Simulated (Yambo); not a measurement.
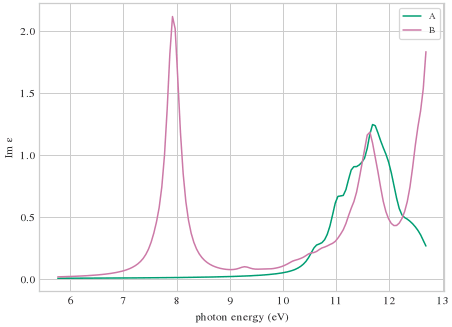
*Two computed absorption spectra of KAsF6 (space group R-3, No. 148) (Yambo, LDA bands with the same scissor, field along x)*

Axes are Cartesian, with cell vectors (Å) (3.66, 2.11, 2.38), (-3.66, 2.11, 2.38), (0.00, -4.22, 2.38).

Task: Which curve includes the electron-hole attraction (BSE), and where are its main peaks?

Result: Curve B: the attraction moves weight to lower energy (centre of the plotted range 10.2 eV against 11.5 eV). Its peaks lie at 7.9 eV, 11.6 eV. Settings: 4×4×4 mesh, 17 valence and 6 conduction bands, static screening with 73 bands and a 3 Ry block, scissor 4.76 eV, Tamm-Dancoff. The scissor comes from a G0W0 run whose convergence isn't established. Broadening 0.15 eV. The band window holds all transitions up to 16.9 eV. Fine structure above the onset can come from the mesh.

The standard potential for As keeps a d shell in the valence without the s and p states of that shell. In tests on such compounds this moved G0W0 gaps by up to about 0.9 eV, so absolute quasiparticle energies here are unreliable; differences between settings are what counts.

Spin-orbit coupling is not included.

Geometry of the Materials Project entry, not relaxed at this level; primitive cell a = 4.844 Å, b = 4.844 Å, c = 4.844 Å, α = 97.99°, β = 97.99°, γ = 97.99°.
